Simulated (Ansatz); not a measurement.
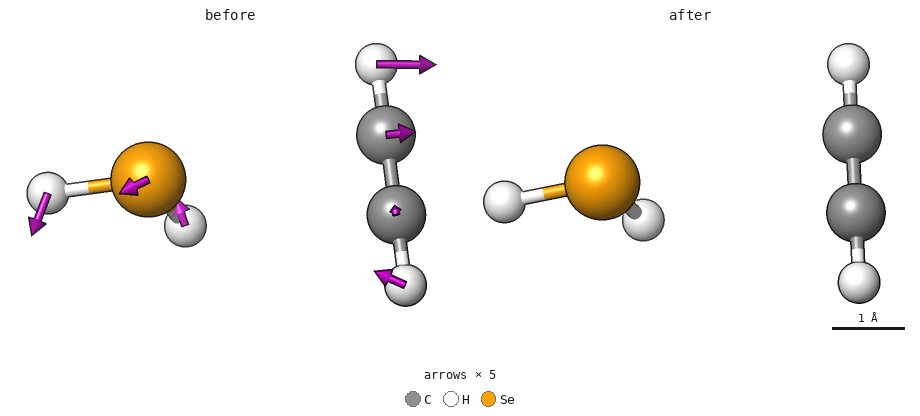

The structure of C$_{2}$H$_{4}$Se before (left) and after (right) a relaxation, at one scale. The purple arrows give the displacements, magnified 5 times.

A ball-and-stick model, seen at a tilt.

The calculation used Ansatz, RKS PBE0-D4/def2-TZVP. Set-up: force threshold 0.005 eV/Å; at most 200 steps.

### Summarise the run.

An H atom moves most after the best rigid fit: 0.17 Å. By element the largest moves are H 0.17 Å, Se 0.10 Å, C 0.09 Å. Near-neighbour distances that change, for instance: C–C 1.221 → 1.198 Å, H–Se 1.489 → 1.470 Å, C–H 1.082 → 1.065 Å. Over 10 geometry steps the energy falls by 0.048 eV. Largest force component: 1.4 eV/Å at the start, 0.0025 eV/Å at the end. The forces were under the threshold at step 5, but the run went on from there.

Limits of the set-up: the start holds two separate molecules, 3.2 Å apart at their closest, whose relative position is a soft coordinate.
